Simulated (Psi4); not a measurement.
**[BF4]− (tetrafluoroborate): levels of theory compared**

Wanted: a comparison of 4 runs (B3LYP/aug-cc-pVDZ, M06-L/aug-cc-pVDZ, PBE0/aug-cc-pVDZ, r2SCAN/aug-cc-pVDZ) of [BF4]− (tetrafluoroborate). 

The calculation is run with Psi4 1.11.

1 further run of the same task is left out (set aside as unsound or not needed).

### Step 1. The system as given

The species is [BF4]− (5 atoms), meant as a singlet with charge -1. SMILES: `F[B-](F)(F)F`. The F1–B2 distance was set to 2.108 Å, away from the relaxed value. At this shape a bond of the SMILES string is far longer than usual.

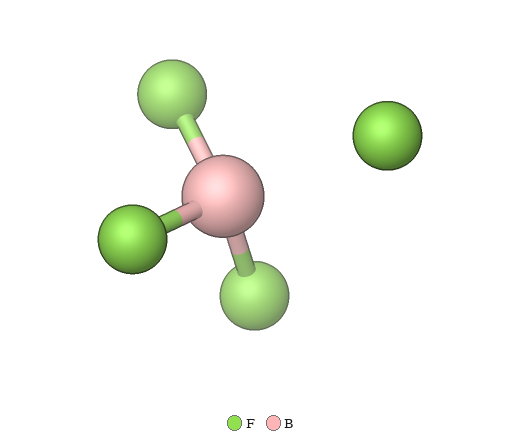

The structure, seen from a chosen angle (fluorine green, boron pink).

### Step 2. Energy and forces at B3LYP/aug-cc-pVDZ (run 1)

Input file bf4.json:

```json
{
 "schema_name": "qcschema_input",
 "schema_version": 1,
 "molecule": {
  "schema_name": "qcschema_molecule",
  "schema_version": 2,
  "symbols": ["F", "B", "F", "F", "F"],
  "geometry": [-0.16185882, -0.11395238, 3.97975566, 0.0, 0.0, 0.00018897, 1.79316112, -1.75933502, -0.86398278, -2.38577923, -0.60301161, -1.00098793, 0.70052147, 2.43831362, -0.78839374],
  "molecular_charge": -1,
  "molecular_multiplicity": 1,
  "fix_symmetry": "c1"
 },
 "driver": "gradient",
 "model": {
  "method": "b3lyp",
  "basis": "aug-cc-pVDZ"
 },
 "keywords": {
  "reference": "rks",
  "puream": true,
  "e_convergence": 1e-09,
  "d_convergence": 1e-08,
  "scf_type": "pk",
  "dft_radial_points": 99,
  "dft_spherical_points": 590,
  "scf_properties": ["MULLIKEN_CHARGES", "DIPOLE", "MAYER_INDICES"]
 }
}
```

The run is started by

```
$ psi4 --qcschema bf4.json -n 1 --memory 2200MB
```

stdout:

```text
[...]
  Running in c1 symmetry.
[...]
  Nuclear repulsion =  162.495189977687630
[...]
  Multiplicity = 1
[...]
  Nalpha       = 21
  Nbeta        = 21
[...]
    Number of basis functions: 115
[...]
   @RKS iter   1:  -424.28527031804350   -9.02905e-01   7.18875e-03 ADIIS/DIIS
[...]
   @RKS iter  11:  -424.51998283571214   -8.64020e-12   6.89056e-09 DIIS
[...]
  @RKS Final Energy:  -424.51998283571214
   => Energetics <=
    Nuclear Repulsion Energy =            162.4951899776876303
    One-Electron Energy =                -924.1591697862919546
    Two-Electron Energy =                 374.4111553211182013
    DFT Exchange-Correlation Energy =     -37.2671583482259479
    Empirical Dispersion Energy =           0.0000000000000000
    VV10 Nonlocal Energy =                  0.0000000000000000
    Total Energy =                       -424.5199828357121419
[...]
 Multipole Moments:
 ------------------------------------------------------------------------------------
     Multipole            Electronic (a.u.)      Nuclear  (a.u.)        Total (a.u.)
 ------------------------------------------------------------------------------------
 L = 1.  Multiply by 2.5417464519 to convert [e a0] to [Debye]
 Dipole X            :          0.0565396           -0.0025375            0.0540021
 Dipole Y            :          0.0397395           -0.0017864            0.0379530
 Dipole Z            :         -1.3889524            0.0623444           -1.3266080
 Magnitude           :                                                    1.3282490
[...]
  Mulliken Charges: (a.u.)
   Center  Symbol    Alpha    Beta     Spin     Total
       1     F     4.86951  4.86951  0.00000 -0.73902
       2     B     1.91980  1.91980  0.00000  1.16040
       3     F     4.73688  4.73688  0.00000 -0.47377
       4     F     4.73690  4.73690  0.00000 -0.47380
       5     F     4.73690  4.73690  0.00000 -0.47381
   Total alpha = 21.00000, Total beta = 21.00000, Total charge = -1.00000
  Mayer Bond Indices:
[...]
  -Total Gradient:
     Atom            X                  Y                   Z
    ------   -----------------  -----------------  -----------------
       1       -0.002378916221    -0.001676526417     0.058510521481
       2       -0.000466850478    -0.000343717374     0.011733841893
       3        0.008288769985    -0.006758213255    -0.023335521272
       4       -0.009132571561    -0.001956923599    -0.023900671578
       5        0.003718500368     0.010745728614    -0.023002701389
[...]
```

The result, in JSON:

```text
{
 "driver": "gradient",
 "model": {
  "method": "b3lyp",
  "basis": "aug-cc-pVDZ"
 },
 "success": true,
 "return_result": [-0.002378916221231362, -0.00167652641652694, 0.058510521480928376, -0.00046685047837911366, -0.00034371737428945306, 0.011733841893017571, 0.008288769984616834, -0.006758213254569212, -0.023335521271699272, -0.009132571560954345, -0.0019569235992725614, -0.02390067157765878, 0.003718500367662393, 0.010745728613520633, -0.023002701388805682],
 "properties": {
  "calcinfo_nbasis": 115,
  "calcinfo_nmo": 115,
  "calcinfo_nalpha": 21,
  "calcinfo_nbeta": 21,
  "calcinfo_natom": 5,
  "nuclear_repulsion_energy": 162.49518997768763,
  "return_energy": -424.51998283571214,
  "return_gradient": [-0.002378916221231362, -0.00167652641652694, 0.058510521480928376, -0.00046685047837911366, -0.00034371737428945306, 0.011733841893017571, 0.008288769984616834, -0.006758213254569212, -0.023335521271699272, -0.009132571560954345, -0.0019569235992725614, -0.02390067157765878, 0.003718500367662393, 0.010745728613520633, -0.023002701388805682],
  "scf_one_electron_energy": -924.159169786292,
  "scf_two_electron_energy": 374.4111553211182,
  "scf_xc_energy": -37.26715834822595,
  "scf_dipole_moment": [0.054002109882404226, 0.03795301550995242, -1.32660796288264],
  "scf_total_energy": -424.51998283571214,
  "scf_total_gradient": [-0.002378916221231362, -0.00167652641652694, 0.058510521480928376, -0.00046685047837911366, -0.00034371737428945306, 0.011733841893017571, 0.008288769984616834, -0.006758213254569212, -0.023335521271699272, -0.009132571560954345, -0.0019569235992725614, -0.02390067157765878, 0.003718500367662393, 0.010745728613520633, -0.023002701388805682],
  "scf_iterations": 11
 }
}
```

Run time: 50 s. Hardware: 1 thread of Intel Xeon Platinum 8259CL at 2.50GHz (Skylake/Cascade Lake), shared host; peak memory 0.77 GiB.

### Step 3. Energy and forces at M06-L/aug-cc-pVDZ (run 2)

Input file bf4.inp:

```
memory 2200 MB

molecule mol {
  -1 1
  F     -0.085652    -0.060301     2.105996
  B      0.000000     0.000000     0.000100
  F      0.948900    -0.931000    -0.457200
  F     -1.262500    -0.319100    -0.529700
  F      0.370700     1.290300    -0.417200
  symmetry c1
}

set {
  reference            rks
  puream               true
  e_convergence        1e-09
  d_convergence        1e-08
  scf_type             pk
  dft_radial_points    99
  dft_spherical_points 590
}

e_tot = gradient("m06-l/aug-cc-pVDZ")
```

The run is started by

```
$ psi4 -n 1 bf4.inp bf4.out
```

bf4.out:

```text
[...]
  Running in c1 symmetry.
[...]
  Nuclear repulsion =  162.495189860720927
[...]
  Multiplicity = 1
[...]
  Nalpha       = 21
  Nbeta        = 21
[...]
    Number of basis functions: 115
[...]
   @RKS iter   1:  -424.21698815403107   -8.37276e-01   7.30056e-03 ADIIS/DIIS
[...]
   @RKS iter  13:  -424.45120036231992   -1.98952e-12   9.43914e-10 DIIS
[...]
    Orbital Energies [Eh]
    ---------------------
    Doubly Occupied:
       1A    -24.322368     2A    -24.322345     3A    -24.322328
       4A    -24.201718     5A     -6.631021     6A     -1.013839
       7A     -0.975197     8A     -0.975178     9A     -0.811185
      10A     -0.348311    11A     -0.288687    12A     -0.288676
      13A     -0.241004    14A     -0.199355    15A     -0.199354
      16A     -0.172156    17A     -0.172150    18A     -0.155241
      19A     -0.087117    20A     -0.056621    21A     -0.056620
[...]
  @RKS Final Energy:  -424.45120036231992
   => Energetics <=
    Nuclear Repulsion Energy =            162.4951898607209273
    One-Electron Energy =                -924.5677878102109162
    Two-Electron Energy =                 383.7325319352444239
    DFT Exchange-Correlation Energy =     -46.1111343480742875
    Empirical Dispersion Energy =           0.0000000000000000
    VV10 Nonlocal Energy =                  0.0000000000000000
    Total Energy =                       -424.4512003623199234
[...]
 Multipole Moments:
 ------------------------------------------------------------------------------------
     Multipole            Electronic (a.u.)      Nuclear  (a.u.)        Total (a.u.)
 ------------------------------------------------------------------------------------
 L = 1.  Multiply by 2.5417464519 to convert [e a0] to [Debye]
 Dipole X            :          0.0554583           -0.0025375            0.0529208
 Dipole Y            :          0.0388282           -0.0017864            0.0370418
 Dipole Z            :         -1.3614657            0.0623444           -1.2991213
 Magnitude           :                                                    1.3007263
[...]
  -Total Gradient:
     Atom            X                  Y                   Z
    ------   -----------------  -----------------  -----------------
       1       -0.002442305597    -0.001717895310     0.059961439865
       2       -0.000438669640    -0.000334347378     0.010955211629
       3        0.009677658184    -0.008211994322    -0.023515310229
       4       -0.011077163528    -0.002469240054    -0.024188107682
       5        0.004291442310     0.012645718592    -0.023172249281
[...]
```

It took 100 s on 1 thread of Intel Xeon Platinum 8259CL at 2.50GHz (Skylake/Cascade Lake), shared host; peak memory 0.8 GiB.

Run 3 isn't shown in full; the table further down has it.

### Step 4. Energy and forces at r2SCAN/aug-cc-pVDZ (run 4)

Input file calc.in:

```
memory 2200 mb

molecule m {
  -1 1
  F     -0.085652    -0.060301     2.105996
  B      0.000000     0.000000     0.000100
  F      0.948900    -0.931000    -0.457200
  F     -1.262500    -0.319100    -0.529700
  F      0.370700     1.290300    -0.417200
  units angstrom
  symmetry c1
}

set {
  basis aug-cc-pVDZ
  puream true
  e_convergence 1e-09
  d_convergence 1e-08
  scf_type pk
  dft_radial_points 99
  dft_spherical_points 590
}

result, w = gradient("r2scan", return_wfn=True)
oeprop(w, "QUADRUPOLE", "MAYER_INDICES", "MULLIKEN_CHARGES")
print_variables()
```

The run is started by

```
$ psi4 calc.in calc.out -n 1
```

calc.out:

```text
[...]
  Running in c1 symmetry.
[...]
  Nuclear repulsion =  162.495189860720927
[...]
  Multiplicity = 1
[...]
  Nalpha       = 21
  Nbeta        = 21
[...]
    Number of basis functions: 115
[...]
   @RKS iter   1:  -424.10765902431996   -8.18057e-01   7.05797e-03 DIIS/ADIIS
[...]
   @RKS iter  12:  -424.33376751259556   -6.82121e-13   1.81331e-09 DIIS
[...]
  @RKS Final Energy:  -424.33376751259556
   => Energetics <=
    Nuclear Repulsion Energy =            162.4951898607209273
    One-Electron Energy =                -924.2527446462131593
    Two-Electron Energy =                 383.3579527062097441
    DFT Exchange-Correlation Energy =     -45.9341654333131046
    Empirical Dispersion Energy =           0.0000000000000000
    VV10 Nonlocal Energy =                  0.0000000000000000
    Total Energy =                       -424.3337675125955570
[...]
  -Total Gradient:
     Atom            X                  Y                   Z
    ------   -----------------  -----------------  -----------------
       1       -0.002457229461    -0.001731609804     0.060421602461
       2       -0.000326263125    -0.000243868617     0.008255494944
       3        0.007637580028    -0.006129282443    -0.022929609860
       4       -0.008288291960    -0.001746385276    -0.023437593861
       5        0.003456898001     0.009879324866    -0.022619258553
[...]
 Multipole Moments:
 ------------------------------------------------------------------------------------
     Multipole            Electronic (a.u.)      Nuclear  (a.u.)        Total (a.u.)
 ------------------------------------------------------------------------------------
 L = 1.  Multiply by 2.5417464519 to convert [e a0] to [Debye]
 Dipole X            :          0.0559217           -0.0025375            0.0533842
 Dipole Y            :          0.0393253           -0.0017864            0.0375388
 Dipole Z            :         -1.3740879            0.0623444           -1.3117435
 Magnitude           :                                                    1.3133659
 L = 2.  Multiply by 1.3450342976 to convert [e a0^2] to [Debye ang]
 Quadrupole XX       :       -108.0543753           84.8129305          -23.2414448
 Quadrupole XY       :         -0.0976888            0.0897010           -0.0079878
[...]
```

Wall time 89 s (1 thread of Intel Xeon Platinum 8259CL at 2.50GHz (Skylake/Cascade Lake), shared host); peak memory 0.8 GiB.

### Step 5. All runs side by side

```tsv
run	level	energy (Eh)	HOMO energy (eV)	LUMO energy (eV)	HOMO–LUMO gap (eV)	wall time
1	B3LYP/aug-cc-pVDZ	-424.519983	-3.20	3.74	6.94	50 s
2	M06-L/aug-cc-pVDZ	-424.451200	-1.54	3.80	5.34	100 s
3	PBE0/aug-cc-pVDZ	-424.097796	-3.46	3.99	7.45	55 s
4	r2SCAN/aug-cc-pVDZ	-424.333768	-1.89	4.00	5.88	89 s
```

### Step 6. Summary of results

| quantity | value |
| --- | --- |
| run 4: total energy | -424.33377 Eh |
| run 4: HOMO energy | -1.89 eV |
| run 4: LUMO energy | 4.00 eV |
| run 4: HOMO–LUMO gap (to an unbound level, set by the basis) | 5.88 eV |
| run 4: largest force on an atom | 3.111 eV/Å |

The HOMO–LUMO gap runs from 5.34 eV (M06-L/aug-cc-pVDZ) to 7.45 eV (PBE0/aug-cc-pVDZ). The empty levels of an anion lie above zero and hang on the basis. Totals of different functionals can't be ranked against each other. All runs together took 4.9 min, the longest 100 s.
